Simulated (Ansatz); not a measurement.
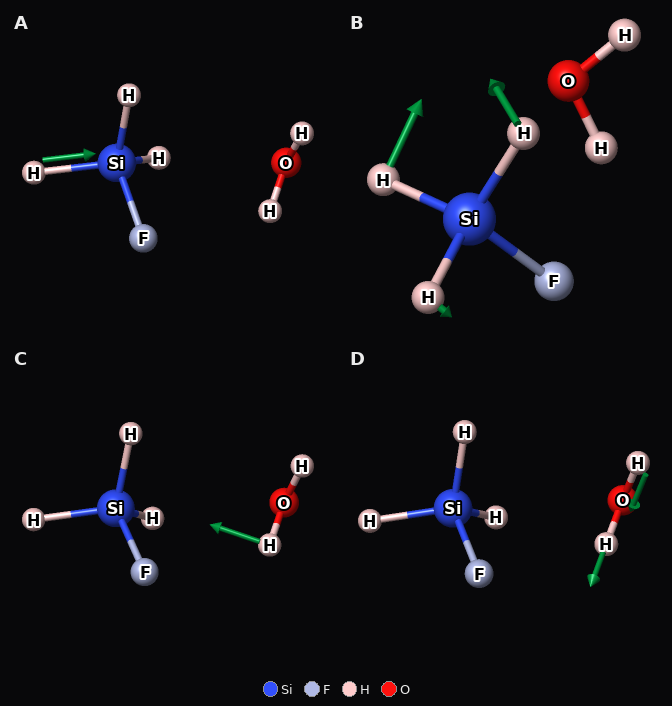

4 normal modes of one molecule or complex, as arrows. Harmonic vibrations computed with RKS PBE0-D4/def2-TZVP (Ansatz 0.2.0) at a stationary point of the same level.

> Match the panels to the wavenumbers 324 cm⁻¹, 943 cm⁻¹, 2237 cm⁻¹, 3945 cm⁻¹.

A: 2237 cm⁻¹, Si–H stretching
B: 943 cm⁻¹, H–Si–H bending
C: 324 cm⁻¹
D: 3945 cm⁻¹, out-of-phase stretching of 2 O–H bonds
